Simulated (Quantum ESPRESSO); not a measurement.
# In2Se2, 1 layer, stepped through biaxial strain, part 4 of 7

Aim: how the results for In2Se2, 1 layer change with biaxial strain.

Quantum ESPRESSO 7.5; plane-wave DFT, PBE, GBRV ultrasoft pseudopotentials.

So far. Step 2 (Variable-cell relaxation of the reference):  The last row is no step: it is a fresh SCF in the final cell with a new plane-wave basis, +1 meV from the row before. Step 3 (Relaxation with pw.x, -4 %): The relaxation lowers the energy by 14 meV an atom.

## (6) Band structure, -4 %

Bands along a path place the edges.

The input, m0.bands.in:

```
&control
  prefix = 'm0.bands'
  outdir = './out'
  pseudo_dir = './pseudo'
  calculation = 'bands'
/
&system
  ibrav = 0
  nat = 4
  ntyp = 2
  ecutwfc = 40
  ecutrho = 200
  occupations = 'smearing'
  smearing = 'fd'
  degauss = 0.002
  nbnd = 25
/
&electrons
  conv_thr = 1e-07
  mixing_beta = 0.4
  electron_maxstep = 120
  mixing_mode = 'plain'
/
ATOMIC_SPECIES
  Se  78.9710  se_pbe_v1.uspp.F.UPF
  In  114.8180  in_pbe_v1.4.uspp.F.UPF
CELL_PARAMETERS angstrom
  3.91742134560000 0.00000000000000 0.00000000000000
  -1.95871067328000 3.39258640224000 0.00000000000000
  0.00000000000000 0.00000000000000 20.14290946400000
ATOMIC_POSITIONS crystal
  Se  0.333333333300 0.666666666700 0.362412079200
  In  0.000000000000 0.000000000000 0.430207639600
  In  0.000000000000 0.000000000000 0.569792360400
  Se  0.333333333300 0.666666666700 0.637587920800
K_POINTS crystal_b
4
  0.0000000000 0.0000000000 0.0000000000 12
  0.5000000000 0.0000000000 0.0000000000 12
  0.3333333333 0.3333333333 0.0000000000 12
  0.0000000000 0.0000000000 0.0000000000 1
```

Command:

```bash
> cp -r out/m0.scf.save out/m0.bands.save
> cp out/m0.scf.xml out/m0.bands.xml
> OMP_NUM_THREADS=1 mpirun -n 4 pw.x -nk 4 -in m0.bands.in > m0.bands.out
```

The program printed:

```text
[banner, memory and clock lines left out]
Program PWSCF v.7.5 starts

          URL

     Atomic positions and unit cell read from directory:
     ./out/m0.bands.save/

     Message from routine setup:
     using ibrav=0 with symmetry is DISCOURAGED, use correct ibrav instead

     G-vector sticks info

     bravais-lattice index     =            0
     lattice parameter (alat)  =       7.4029  a.u.
     unit-cell volume          =    1806.5501 (a.u.)^3
     number of atoms/cell      =            4
     number of atomic types    =            2
     number of electrons       =        38.00
     number of Kohn-Sham states=           25
     kinetic-energy cutoff     =      40.0000  Ry
     charge density cutoff     =     200.0000  Ry
     Exchange-correlation=  SLA  PW   PBX  PBC
                           (   1   4   3   4   0   0   0)

     celldm(1)=   7.402853  celldm(2)=   0.000000  celldm(3)=   0.000000
     celldm(4)=   0.000000  celldm(5)=   0.000000  celldm(6)=   0.000000

     crystal axes: (cart. coord. in units of alat)
               a(1) = (   1.000000   0.000000   0.000000 )
               a(2) = (  -0.500000   0.866025   0.000000 )
               a(3) = (   0.000000   0.000000   5.141880 )

     reciprocal axes: (cart. coord. in units 2 pi/alat)
               b(1) = (  1.000000  0.577350 -0.000000 )
               b(2) = (  0.000000  1.154701  0.000000 )
               b(3) = (  0.000000 -0.000000  0.194481 )

     PseudoPot. # 1 for Se read from file:
     ./pseudo/se_pbe_v1.uspp.F.UPF
     Pseudo is Ultrasoft + core correction, Zval =  6.0
     Generated by new atomic code, or converted to UPF format
     Using radial grid of  877 points,  6 beta functions with:
                l(1) =   0
                l(2) =   0
                l(3) =   1
                l(4) =   1
                l(5) =   2
                l(6) =   2
     Q(r) pseudized with  8 coefficients,  rinner =    1.300   1.300   1.300
                                                       1.300   1.300

     PseudoPot. # 2 for In read from file:
     ./pseudo/in_pbe_v1.4.uspp.F.UPF
     Pseudo is Ultrasoft + core correction, Zval = 13.0
     Generated by new atomic code, or converted to UPF format
     Using radial grid of  889 points,  6 beta functions with:
                l(1) =   0
                l(2) =   0
                l(3) =   1
                l(4) =   1
                l(5) =   2
                l(6) =   2
     Q(r) pseudized with  6 coefficients,  rinner =    1.400   1.400   1.400
                                                       1.400   1.400

     atomic species   valence    mass     pseudopotential
     Se                6.00    78.97100     Se( 1.00)
     In               13.00   114.81800     In( 1.00)

     12 Sym. Ops. (no inversion) found

   Cartesian axes

     site n.     atom                  positions (alat units)
         1        Se     tau(   1) = (  -0.0000000   0.5773503   1.8634793  )
         2        In     tau(   2) = (   0.0000000   0.0000000   2.2120759  )
         3        In     tau(   3) = (   0.0000000   0.0000000   2.9298038  )
         4        Se     tau(   4) = (  -0.0000000   0.5773503   3.2784004  )

     number of k points=    37  Fermi-Dirac smearing, width (Ry)=  0.0020
                       cart. coord. in units 2pi/alat
        k(    1) = (   0.0000000   0.0000000   0.0000000), wk =   0.0540541
        k(    2) = (   0.0416667   0.0240563   0.0000000), wk =   0.0540541
        k(    3) = (   0.0833333   0.0481125   0.0000000), wk =   0.0540541
        k(    4) = (   0.1250000   0.0721688   0.0000000), wk =   0.0540541
        k(    5) = (   0.1666667   0.0962250   0.0000000), wk =   0.0540541
        k(    6) = (   0.2083333   0.1202813   0.0000000), wk =   0.0540541
        k(    7) = (   0.2500000   0.1443376   0.0000000), wk =   0.0540541
        k(    8) = (   0.2916667   0.1683938   0.0000000), wk =   0.0540541
        k(    9) = (   0.3333333   0.1924501   0.0000000), wk =   0.0540541
        k(   10) = (   0.3750000   0.2165064   0.0000000), wk =   0.0540541
        k(   11) = (   0.4166667   0.2405626   0.0000000), wk =   0.0540541
        k(   12) = (   0.4583333   0.2646189   0.0000000), wk =   0.0540541
        k(   13) = (   0.5000000   0.2886751   0.0000000), wk =   0.0540541
        k(   14) = (   0.4861111   0.3127314   0.0000000), wk =   0.0540541
        k(   15) = (   0.4722222   0.3367877   0.0000000), wk =   0.0540541
        k(   16) = (   0.4583333   0.3608439   0.0000000), wk =   0.0540541
        k(   17) = (   0.4444444   0.3849002   0.0000000), wk =   0.0540541
        k(   18) = (   0.4305556   0.4089564   0.0000000), wk =   0.0540541
        k(   19) = (   0.4166667   0.4330127   0.0000000), wk =   0.0540541
        k(   20) = (   0.4027778   0.4570690   0.0000000), wk =   0.0540541
        k(   21) = (   0.3888889   0.4811252   0.0000000), wk =   0.0540541
        k(   22) = (   0.3750000   0.5051815   0.0000000), wk =   0.0540541
        k(   23) = (   0.3611111   0.5292377   0.0000000), wk =   0.0540541
        k(   24) = (   0.3472222   0.5532940   0.0000000), wk =   0.0540541
        k(   25) = (   0.3333333   0.5773503   0.0000000), wk =   0.0540541
        k(   26) = (   0.3055556   0.5292377   0.0000000), wk =   0.0540541
        k(   27) = (   0.2777778   0.4811252   0.0000000), wk =   0.0540541
        k(   28) = (   0.2500000   0.4330127   0.0000000), wk =   0.0540541
        k(   29) = (   0.2222222   0.3849002   0.0000000), wk =   0.0540541
        k(   30) = (   0.1944444   0.3367877   0.0000000), wk =   0.0540541
        k(   31) = (   0.1666667   0.2886751   0.0000000), wk =   0.0540541
        k(   32) = (   0.1388889   0.2405626   0.0000000), wk =   0.0540541
        k(   33) = (   0.1111111   0.1924501   0.0000000), wk =   0.0540541
        k(   34) = (   0.0833333   0.1443376   0.0000000), wk =   0.0540541
        k(   35) = (   0.0555556   0.0962250   0.0000000), wk =   0.0540541
        k(   36) = (   0.0277778   0.0481125   0.0000000), wk =   0.0540541
        k(   37) = (   0.0000000   0.0000000   0.0000000), wk =   0.0540541

     Dense  grid:    86319 G-vectors     FFT dimensions: (  36,  36, 180)

     Smooth grid:    61719 G-vectors     FFT dimensions: (  30,  30, 160)

     The potential is recalculated from file :
     ./out/m0.bands.save/charge-density

     negative rho (up, down):  2.914E-04 0.000E+00
     Starting wfcs are   26 randomized atomic wfcs

     Band Structure Calculation
     Davidson diagonalization with overlap

     ethr =  2.63E-10,  avg # of iterations = 51.6

     End of band structure calculation

          k = 0.0000 0.0000 0.0000 (  7715 PWs)   bands (ev):

[...]
-15.0976 -14.9958 -14.8949 -14.7763 -14.7219 -14.6284 -14.6209 -14.5977
   -14.5259 -14.3573 -12.4217 -12.3430  -6.3797  -5.6063  -3.6702  -2.6992
    -2.2212  -2.0596  -1.7890   1.3694   1.4816   3.2515   3.6926   4.4614
     6.0284

          k = 0.4583 0.2646 0.0000 (  7682 PWs)   bands (ev):

   -15.1083 -15.0066 -14.8935 -14.7768 -14.7233 -14.6243 -14.6161 -14.5993
   -14.5258 -14.3529 -12.3475 -12.2726  -6.4501  -5.7399  -3.5968  -2.6523
    -2.2676  -2.1021  -1.9530   1.3489   1.3869   3.1914   3.6092   4.4357
     6.0747

          k = 0.5000 0.2887 0.0000 (  7700 PWs)   bands (ev):

   -15.1120 -15.0102 -14.8932 -14.7770 -14.7238 -14.6230 -14.6145 -14.6000
   -14.5258 -14.3515 -12.3217 -12.2481  -6.4766  -5.7860  -3.5615  -2.6349
    -2.2832  -2.1165  -2.0182   1.3448   1.3530   3.1710   3.5802   4.4267
     6.0851

          k = 0.4861 0.3127 0.0000 (  7686 PWs)   bands (ev):

   -15.1118 -15.0102 -14.8931 -14.7775 -14.7233 -14.6236 -14.6150 -14.5992
   -14.5261 -14.3514 -12.3190 -12.2456  -6.4733  -5.7823  -3.5599  -2.6395
    -2.3111  -2.1415  -2.0164   1.3622   1.3740   3.1960   3.6078   4.3627
     6.1163

          k = 0.4722 0.3368 0.0000 (  7694 PWs)   bands (ev):

   -15.1114 -15.0102 -14.8929 -14.7792 -14.7219 -14.6255 -14.6167 -14.5972
   -14.5271 -14.3513 -12.3113 -12.2383  -6.4633  -5.7714  -3.5562  -2.6575
    -2.3889  -2.2080  -2.0117   1.4092   1.4320   3.2698   3.6904   4.1962
     6.1902

          k = 0.4583 0.3608 0.0000 (  7674 PWs)   bands (ev):

   -15.1107 -15.0102 -14.8925 -14.7818 -14.7195 -14.6280 -14.6191 -14.5943
   -14.5286 -14.3511 -12.2987 -12.2265  -6.4472  -5.7536  -3.5532  -2.7027
    -2.5017  -2.2899  -2.0056   1.4719   1.5149   3.3874   3.8226   3.9806
     6.1543

          k = 0.4444 0.3849 0.0000 (  7676 PWs)   bands (ev):

   -15.1099 -15.0104 -14.8921 -14.7851 -14.7165 -14.6307 -14.6225 -14.5910
   -14.5307 -14.3509 -12.2820 -12.2108  -6.4258  -5.7299  -3.5571  -2.7946
    -2.6290  -2.3529  -1.9995   1.5337   1.6093   3.5373   3.7286   4.0287
     5.9599

          k = 0.4306 0.4090 0.0000 (  7688 PWs)   bands (ev):

   -15.1091 -15.0107 -14.8916 -14.7888 -14.7128 -14.6335 -14.6265 -14.5874
   -14.5333 -14.3507 -12.2620 -12.1920  -6.4001  -5.7014  -3.5775  -2.9340
    -2.7470  -2.3818  -1.9950   1.5800   1.7046   3.5056   3.6980   4.2631
     5.7994

          k = 0.4167 0.4330 0.0000 (  7694 PWs)   bands (ev):

   -15.1084 -15.0112 -14.8911 -14.7925 -14.7087 -14.6360 -14.6311 -14.5835
   -14.5363 -14.3504 -12.2397 -12.1711  -6.3718  -5.6699  -3.6251  -3.0987
    -2.8328  -2.3862  -1.9943   1.6009   1.7945   3.3107   3.8367   4.5329
     5.7076

          k = 0.4028 0.4571 0.0000 (  7688 PWs)   bands (ev):

   -15.1079 -15.0120 -14.8905 -14.7962 -14.7042 -14.6382 -14.6359 -14.5795
   -14.5395 -14.3501 -12.2165 -12.1493  -6.3428  -5.6375  -3.7025  -3.2665
    -2.8738  -2.3777  -1.9995   1.5928   1.8753   3.1569   3.9184   4.8183
     5.7154

          k = 0.3889 0.4811 0.0000 (  7676 PWs)   bands (ev):

   -15.1076 -15.0128 -14.8900 -14.7995 -14.6995 -14.6407 -14.6399 -14.5755
   -14.5430 -14.3497 -12.1938 -12.1279  -6.3153  -5.6069  -3.7980  -3.4217
    -2.8740  -2.3636  -2.0125   1.5595   1.9449   3.0484   3.9307   5.0959
     5.8270

          k = 0.3750 0.5052 0.0000 (  7668 PWs)   bands (ev):

   -15.1076 -15.0138 -14.8895 -14.8021 -14.6951 -14.6453 -14.6410 -14.5715
   -14.5466 -14.3493 -12.1731 -12.1085  -6.2919  -5.5810  -3.8931  -3.5529
    -2.8469  -2.3479  -2.0338   1.5119   2.0009   2.9807   3.8945   5.3390
     6.0087

          k = 0.3611 0.5292 0.0000 (  7664 PWs)   bands (ev):

   -15.1079 -15.0147 -14.8890 -14.8041 -14.6913 -14.6491 -14.6418 -14.5676
   -14.5503 -14.3490 -12.1563 -12.0927  -6.2746  -5.5623  -3.9717  -3.6515
    -2.8076  -2.3338  -2.0614   1.4643   2.0410   2.9444   3.8431   5.5221
     6.2064

          k = 0.3472 0.5533 0.0000 (  7686 PWs)   bands (ev):

   -15.1082 -15.0154 -14.8888 -14.8054 -14.6887 -14.6519 -14.6423 -14.5643
   -14.5536 -14.3488 -12.1450 -12.0821  -6.2646  -5.5522  -4.0227  -3.7119
    -2.7713  -2.3239  -2.0880   1.4296   2.0642   2.9289   3.8026   5.6299
     6.3607

          k = 0.3333 0.5774 0.0000 (  7698 PWs)   bands (ev):

   -15.1084 -15.0157 -14.8887 -14.8058 -14.6878 -14.6528 -14.6425 -14.5626
   -14.5552 -14.3488 -12.1409 -12.0782  -6.2616  -5.5495  -4.0403  -3.7320
    -2.7554  -2.3202  -2.1004   1.4168   2.0712   2.9252   3.7876   5.6629
     6.4182

          k = 0.3056 0.5292 0.0000 (  7690 PWs)   bands (ev):

   -15.1073 -15.0141 -14.8892 -14.8044 -14.6907 -14.6500 -14.6422 -14.5671
   -14.5509 -14.3493 -12.1601 -12.0963  -6.2676  -5.5503  -3.9708  -3.6583
    -2.8342  -2.3378  -2.0340   1.4704   2.0546   2.9309   3.8465   5.5718
     6.2406

          k = 0.2778 0.4811 0.0000 (  7706 PWs)   bands (ev):

   -15.1026 -15.0083 -14.8907 -14.8006 -14.6964 -14.6456 -14.6424 -14.5730
   -14.5450 -14.3514 -12.2225 -12.1551  -6.2675  -5.5224  -3.7779  -3.4637
    -3.0270  -2.3938  -1.8641   1.6186   2.0381   2.9414   3.9946   5.3930
     5.8856

          k = 0.2500 0.4330 0.0000 (  7703 PWs)   bands (ev):

   -15.0923 -14.9965 -14.8931 -14.7953 -14.7016 -14.6438 -14.6431 -14.5778
   -14.5398 -14.3559 -12.3299 -12.2567  -6.2433  -5.4311  -3.4955  -3.2347
    -3.1887  -2.4829  -1.6602   1.8218   2.0540   2.9761   4.1754   5.2029
     5.5040

          k = 0.2222 0.3849 0.0000 (  7697 PWs)   bands (ev):

   -15.0753 -14.9777 -14.8962 -14.7896 -14.7050 -14.6471 -14.6442 -14.5808
   -14.5353 -14.3630 -12.4766 -12.3960  -6.2014  -5.2649  -3.3976  -3.1398
    -2.8677  -2.5856  -1.4670   2.0290   2.1005   3.0834   4.3316   5.0145
     5.1784

          k = 0.1944 0.3368 0.0000 (  7699 PWs)   bands (ev):

   -15.0511 -14.9513 -14.8994 -14.7843 -14.7065 -14.6530 -14.6489 -14.5817
   -14.5315 -14.3731 -12.6513 -12.5629  -6.1691  -5.0355  -3.4335  -2.7646
    -2.6899  -2.5105  -1.3126   2.1486   2.2144   3.2938   4.4007   4.8134
     4.9975

          k = 0.1667 0.2887 0.0000 (  7747 PWs)   bands (ev):

   -15.0209 -14.9176 -14.9015 -14.7801 -14.7062 -14.6614 -14.6565 -14.5803
   -14.5283 -14.3861 -12.8404 -12.7445  -6.1752  -4.7762  -3.3208  -2.7232
    -2.3828  -2.1733  -1.2120   2.1548   2.4084   3.5639   4.3769   4.5904
     5.0076

          k = 0.1389 0.2406 0.0000 (  7739 PWs)   bands (ev):

   -14.9882 -14.8994 -14.8774 -14.7774 -14.7042 -14.6713 -14.6655 -14.5765
   -14.5254 -14.4012 -13.0303 -12.9280  -6.2267  -4.5404  -3.0553  -2.6546
    -2.0242  -1.8573  -1.1663   2.0794   2.6596   3.7505   4.3885   4.4096
     5.1059

          k = 0.1111 0.1925 0.0000 (  7767 PWs)   bands (ev):

   -14.9626 -14.8856 -14.8329 -14.7767 -14.7014 -14.6823 -14.6747 -14.5703
   -14.5231 -14.4179 -13.2090 -13.1011  -6.3074  -4.3805  -2.6670  -2.4375
    -1.7144  -1.5857  -1.1634   1.9067   2.9933   3.6106   4.4381   4.5055
     5.0184

          k = 0.0833 0.1443 0.0000 (  7771 PWs)   bands (ev):

   -14.9517 -14.8553 -14.7874 -14.7776 -14.6983 -14.6927 -14.6825 -14.5611
   -14.5213 -14.4360 -13.3651 -13.2528  -6.3941  -4.3057  -2.2046  -2.0817
    -1.4707  -1.3719  -1.1849   1.6486   3.2072   3.4345   4.5275   4.6757
     4.8112

          k = 0.0556 0.0962 0.0000 (  7759 PWs)   bands (ev):

   -14.9496 -14.8196 -14.7793 -14.7470 -14.7013 -14.6954 -14.6882 -14.5481
   -14.5201 -14.4554 -13.4884 -13.3725  -6.4677  -4.2846  -1.7339  -1.6561
    -1.3000  -1.2214  -1.2123   1.3360   2.7767   3.8808   4.5403   4.6598
     4.7336

          k = 0.0278 0.0481 0.0000 (  7737 PWs)   bands (ev):

   -14.9498 -14.7920 -14.7810 -14.7189 -14.7069 -14.6934 -14.6916 -14.5313
   -14.5193 -14.4756 -13.5683 -13.4499  -6.5162  -4.2842  -1.3616  -1.2728
    -1.2239  -1.2007  -1.1332   1.0374   2.3980   4.2872   4.5100   4.5671
     4.6835

          k = 0.0000 0.0000 0.0000 (  7715 PWs)   bands (ev):

   -14.9500 -14.7816 -14.7816 -14.7088 -14.7088 -14.6927 -14.6927 -14.5189
   -14.5189 -14.4888 -13.5961 -13.4768  -6.5330  -4.2859  -1.2701  -1.1683
    -1.1683  -1.1043  -1.1043   0.8996   2.2413   4.4918   4.4918   4.5088
     4.6535

     XML data file, pseudopotentials, collected wavefunctions

                                        0.00s GPU  (     623 calls)
```

The job ended after 45 s (4 MPI ranks of Arm Neoverse V1, shared host; peak memory 0.39 GiB).

Band numbers count within the set of bands kept for display. Electronic bands along the path, in eV, zero at the highest filled level of the SCF mesh; v1 is the highest filled band, c1 the lowest empty one:

```tsv
point	v4	v3	v2	v1	c1	c2	c3	c4
Γ	-0.06	-0.06	0.00	0.00	2.00	3.35	5.60	5.60
M	-1.53	-1.18	-1.01	-0.91	2.45	2.46	4.28	4.68
K	-2.63	-1.65	-1.22	-1.00	2.52	3.18	4.03	4.89
Γ	-0.06	-0.06	0.00	0.00	2.00	3.35	5.60	5.60
```

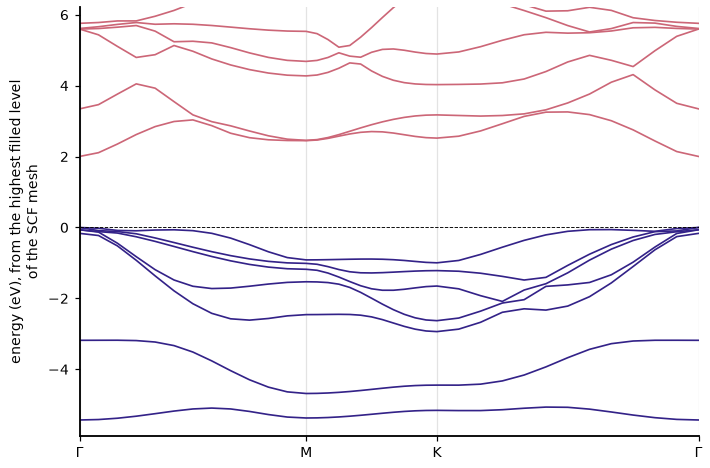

Electronic bands along the path; lines of filled and empty bands in two colours.

Along this path the valence top lies at Γ and the conduction bottom at Γ.

[end of part 4 of 7]

[Logs are printed without paths, hosts, clocks, repeated set-up lines and the standing remarks that a program may print on its own settings, such as how far it seeks lower states.]

[Hosts, paths, dates, database ids (printed as entryN), source tags and the programs' standing remarks are cut or masked in the printed files.]

[Maps of the electrostatic potential energy from Ansatz leave out the sawtooth potential of an applied field or a dipole correction, so their vacuum need not be flat; planar profiles and work functions include it.]
